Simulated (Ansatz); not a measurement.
```xyz
10

C    -1.3595    1.3284   -0.2059
Al    0.3262    0.3347   -0.2821
C     0.5964   -1.4585    0.5344
N     1.7113   -2.0931    0.4732
H    -1.3029    2.2996   -0.7093
H    -1.6668    1.5099    0.8326
H    -2.1762    0.7606   -0.6713
H     1.6534    0.8625   -1.0063
H    -0.1895   -2.0020    1.0809
H     2.4077   -1.5421   -0.0463
```

Computed with Ansatz, RKS PBE0-D4/6-31G*.

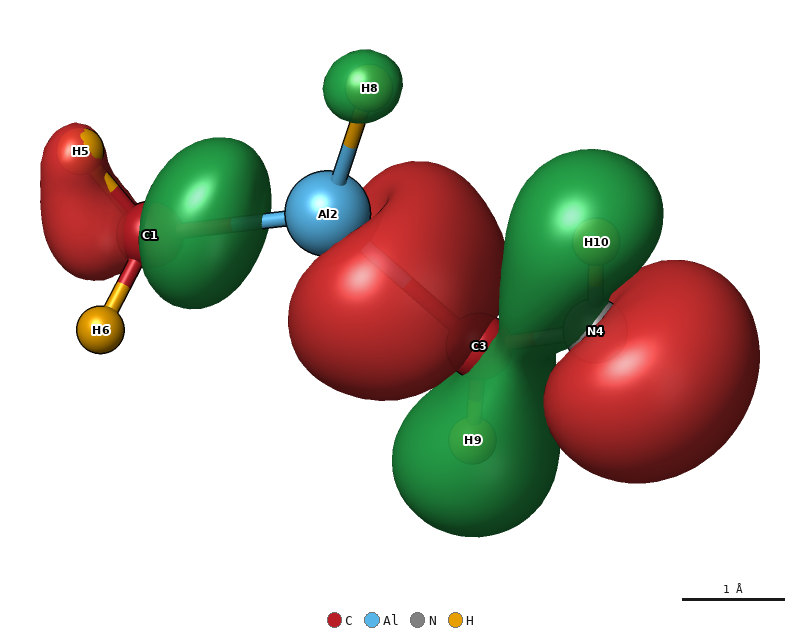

C2H6AlN (SMILES [CH3][AlH][CH]=N). The HOMO at ±0.08 Å⁻³ᐟ² (green and red are the two phases), seen at a tilt.

> Where does this orbital lie, and at what energy?

Its weight (Hirshfeld) is mainly on N4 (about 45 %), C3 (about 20 %), Al2 (about 10 %), H9 (about 5 %) and H10 (about 5 %). Its energy is −6.46 eV.
